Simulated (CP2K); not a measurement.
**AlF3 (SMILES F[Al](F)F): a first try and a second**

Wanted: the energy of AlF3, HF/ccGRB-Q (core potential, admm exchange BECKE88X, admm type ADMMP, ngrids 5).

The calculation is run with CP2K 2026.2.

3 further runs of the same task are left out: 1 that didn't finish, 2 set aside as unsound or not needed. Runs told in other sessions of the task aren't counted.

## (1) The molecule

AlF3 has 4 atoms, charge 0, and is taken as a singlet. SMILES: `F[Al](F)F`. The coordinates come from a PBE0-D4/def2-TZVP relaxation.

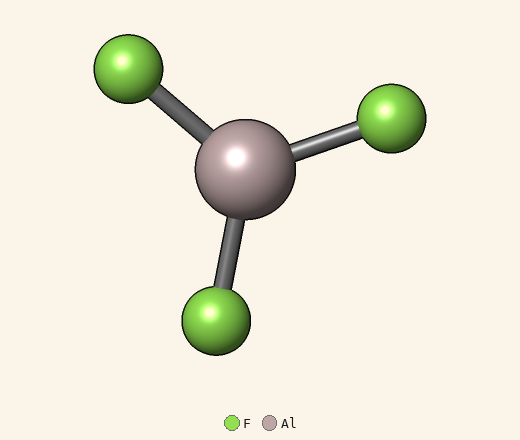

Viewed from a chosen angle; fluorine green, aluminium light grey.

## (2) Try one

gas.inp reads:

```
&GLOBAL
    PROJECT gas
    RUN_TYPE ENERGY
    PRINT_LEVEL MEDIUM
&END GLOBAL

&FORCE_EVAL
    METHOD Quickstep
    &DFT
        BASIS_SET_FILE_NAME BASIS_ccGRB_UZH
        BASIS_SET_FILE_NAME BASIS_ADMM
        POTENTIAL_FILE_NAME POTENTIAL_UZH
        &QS
            METHOD GAPW
            EPS_DEFAULT 1.0E-10
        &END QS
        &MGRID
            CUTOFF 250
            REL_CUTOFF 50
            NGRIDS 5
        &END MGRID
        &POISSON
            PERIODIC NONE
            POISSON_SOLVER WAVELET
        &END POISSON
        &SCF
            SCF_GUESS ATOMIC
            EPS_SCF 1.0E-06
            MAX_SCF 96
            ADDED_MOS 10
            &DIAGONALIZATION
                ALGORITHM STANDARD
            &END DIAGONALIZATION
            &MIXING
                METHOD DIRECT_P_MIXING
                ALPHA 0.4
            &END MIXING
        &END SCF
        &XC
            &XC_FUNCTIONAL NONE
            &END XC_FUNCTIONAL
            &HF
                FRACTION 1
                &SCREENING
                    EPS_SCHWARZ 1.0E-09
                &END SCREENING
                &MEMORY
                    MAX_MEMORY 1050
                &END MEMORY
            &END HF
        &END XC
        &AUXILIARY_DENSITY_MATRIX_METHOD
            ADMM_TYPE ADMMP
            EXCH_CORRECTION_FUNC BECKE88X
        &END AUXILIARY_DENSITY_MATRIX_METHOD
        &PRINT
            &MOMENTS
                PERIODIC F
                REFERENCE COM
                MAX_MOMENT 1
            &END MOMENTS
            &MO ON
                ENERGIES T
                OCCUPATION_NUMBERS T
                NDIGITS 6
                &EACH
                    QS_SCF 0
                &END EACH
                ADD_LAST NUMERIC
            &END MO
            &HIRSHFELD OFF
            &END HIRSHFELD
        &END PRINT
    &END DFT
    &SUBSYS
        &CELL
            ABC 11.3 11.3 11.3
            PERIODIC NONE
        &END CELL
        &COORD
            F      1.624050    -1.365497     2.230198
            Al     0.000000    -0.000019     0.000000
            F     -2.722604    -1.157514    -0.850585
            F      1.098554     2.523030    -1.379576
        &END COORD
        &TOPOLOGY
            &CENTER_COORDINATES
            &END CENTER_COORDINATES
        &END TOPOLOGY
        &KIND F
            BASIS_SET ORB ccGRB-Q-q7
            BASIS_SET AUX_FIT pFIT3
            POTENTIAL GTH-PBE0-q7
        &END KIND
        &KIND Al
            BASIS_SET ORB ccGRB-Q-q3
            BASIS_SET AUX_FIT pFIT3
            POTENTIAL GTH-PBE0-q3
        &END KIND
    &END SUBSYS
&END FORCE_EVAL
```

Started as:

```
$ OMP_NUM_THREADS=1 cp2k.psmp -i gas.inp -o gas.out
```

Log:

```text
CP2K| version string:                                       CP2K version 2026.2
[...]
 GLOBAL| Method name                                                        CP2K
[...]
 GLOBAL| Run type                                                         ENERGY
[...]
 DFT| Spin restricted Kohn-Sham (RKS) calculation                            RKS
 DFT| Multiplicity                                                             1
[...]
 DFT| Charge                                                                   0
[...]
 QS| Method:                                                                GAPW
[...]
 QS| Density cutoff [a.u.]:                                                125.0
[...]
 QS| Relative density cutoff [a.u.]:                                        25.0
[...]
                             - Atoms:                                          4
[...]
                             - Spherical basis functions:                    216
[...]
 Number of electrons:                                                         24
[...]
     1 P_Mix/Diag. 0.40E+00    1.7     1.97337837       -70.7576893210 -7.08E+01
[...]
    33 DIIS/Diag.  0.17E-05    1.1     0.00000083       -73.1802615200 -4.23E-11
  *** SCF run converged in    33 steps ***
[...]
  Overlap energy of the core charge distribution:               0.00000000000000
  Self energy of the core charge distribution:               -202.28573588137749
  Core Hamiltonian energy:                                     54.40394044084159
  Hartree energy:                                              40.90564983037779
  Exchange-correlation energy:                                  1.26783706266643
  Hartree-Fock Exchange energy:                               -13.35280698440002
[...]
                     Mulliken Population Analysis
 #  Atom  Element  Kind  Atomic population                           Net charge
       1     F        1          7.460992                             -0.460992
       2     Al       2          1.617027                              1.382973
       3     F        1          7.460991                             -0.460991
       4     F        1          7.460991                             -0.460991
 # Total charge                             24.000000                 -0.000000
[...]
  Dipole moment [Debye]
    X= -0.2570372E-04 Y= -0.1744522E-03 Z= -0.1056778E-03  Total=      0.0002056
 ENERGY| Total FORCE_EVAL ( QS ) energy [hartree]            -73.180261519997728
[...]
```

It took 40 s on 1 thread of Arm Neoverse V2, shared host; peak memory 0.74 GiB.

## (3) What went wrong

The run finished; that doesn't make the result usable.

The fault: numbers in bohr are read as ångström, which stretches the molecule by 1.89. As the program read them, the closest atoms are 3.08 Å apart, against 1.63 Å in the sound input.

## (4) The mended input

job.inp reads:

```
&GLOBAL
  PROJECT_NAME job
  RUN_TYPE ENERGY
  PRINT_LEVEL MEDIUM
&END
&FORCE_EVAL
  METHOD QUICKSTEP
  &DFT
    BASIS_SET_FILE_NAME BASIS_ccGRB_UZH
    BASIS_SET_FILE_NAME BASIS_ADMM
    POTENTIAL_FILE_NAME POTENTIAL_UZH
    &QS
      METHOD GAPW
      EPS_DEFAULT 1.0E-10
    &END
    &MGRID
      CUTOFF 250
      REL_CUTOFF 50
      NGRIDS 5
    &END
    # isolated system
    &POISSON
      PERIODIC NONE
      POISSON_SOLVER WAVELET
    &END
    &SCF
      SCF_GUESS ATOMIC
      EPS_SCF 1.0E-06
      MAX_SCF 80
      ADDED_MOS 10
      &DIAGONALIZATION
        ALGORITHM STANDARD
      &END
      &MIXING
        METHOD DIRECT_P_MIXING
        ALPHA 0.4
      &END
    &END
    &XC
      &XC_FUNCTIONAL NONE
      &END
      # exact exchange
      &HF
        FRACTION 1
        &SCREENING
          EPS_SCHWARZ 1.0E-09
        &END
        &MEMORY
          MAX_MEMORY 1050
        &END
      &END
    &END
    &AUXILIARY_DENSITY_MATRIX_METHOD
      ADMM_TYPE ADMMP
      EXCH_CORRECTION_FUNC BECKE88X
    &END
    # extra output
    &PRINT
      &MOMENTS
        PERIODIC F
        REFERENCE COM
        MAX_MOMENT 1
      &END
      &MO ON
        ENERGIES T
        OCCUPATION_NUMBERS T
        NDIGITS 6
        &EACH
          QS_SCF 0
        &END
        ADD_LAST NUMERIC
      &END
      &HIRSHFELD OFF
      &END
    &END
  &END
  &SUBSYS
    # vacuum box
    &CELL
      ABC 9.3 9.3 9.3
      PERIODIC NONE
    &END
    &COORD
      F      0.859410    -0.722590     1.180170
      Al     0.000000    -0.000010     0.000000
      F     -1.440740    -0.612530    -0.450110
      F      0.581330     1.335130    -0.730040
    &END
    &TOPOLOGY
      &CENTER_COORDINATES
      &END
    &END
    &KIND F
      BASIS_SET ORB ccGRB-Q-q7
      BASIS_SET AUX_FIT pFIT3
      POTENTIAL GTH-PBE0-q7
    &END
    &KIND Al
      BASIS_SET ORB ccGRB-Q-q3
      BASIS_SET AUX_FIT pFIT3
      POTENTIAL GTH-PBE0-q3
    &END
  &END
&END
```

Started as:

```
$ OMP_NUM_THREADS=1 cp2k.psmp -i job.inp -o job.out
```

Log:

```text
CP2K| version string:                                       CP2K version 2026.2
[...]
 GLOBAL| Method name                                                        CP2K
[...]
 GLOBAL| Run type                                                         ENERGY
[...]
 DFT| Spin restricted Kohn-Sham (RKS) calculation                            RKS
 DFT| Multiplicity                                                             1
[...]
 DFT| Charge                                                                   0
[...]
 QS| Method:                                                                GAPW
[...]
 QS| Density cutoff [a.u.]:                                                125.0
[...]
 QS| Relative density cutoff [a.u.]:                                        25.0
[...]
                             - Atoms:                                          4
[...]
                             - Spherical basis functions:                    216
[...]
 Number of electrons:                                                         24
[...]
     1 P_Mix/Diag. 0.40E+00    1.3     1.18955685       -72.8554981292 -7.29E+01
[...]
    16 DIIS/Diag.  0.16E-05    0.8     0.00000062       -73.9312234884 -9.53E-11
  *** SCF run converged in    16 steps ***
[...]
  Overlap energy of the core charge distribution:               0.00000002657164
  Self energy of the core charge distribution:               -202.28573588137749
  Core Hamiltonian energy:                                     55.85734753742889
  Hartree energy:                                              39.39888115060054
  Exchange-correlation energy:                                  1.37154703237678
  Hartree-Fock Exchange energy:                               -14.09096575492025
[...]
                     Mulliken Population Analysis
 #  Atom  Element  Kind  Atomic population                           Net charge
       1     F        1          7.552852                             -0.552852
       2     Al       2          1.341448                              1.658552
       3     F        1          7.552849                             -0.552849
       4     F        1          7.552851                             -0.552851
 # Total charge                             24.000000                 -0.000000
[...]
  Dipole moment [Debye]
    X=  0.2229921E-04 Y= -0.1027032E-03 Z= -0.6188226E-04  Total=      0.0001220
 ENERGY| Total FORCE_EVAL ( QS ) energy [hartree]            -73.931223488445070
[...]
```

It took 14 s on 1 thread of Arm Neoverse V2, shared host; peak memory 0.49 GiB.

## (5) Summary of results

At HF/ccGRB-Q (core potential, admm exchange BECKE88X, admm type ADMMP, ngrids 5):

| quantity | value |
| --- | --- |
| total energy | -73.93122 Eh |
| dipole moment | 0.00 D |
| HOMO energy | -17.27 eV |
| LUMO energy | 1.02 eV |
| HOMO–LUMO gap | 18.29 eV |

**Reading.** The first attempt's energy was +20.435 eV off this one.
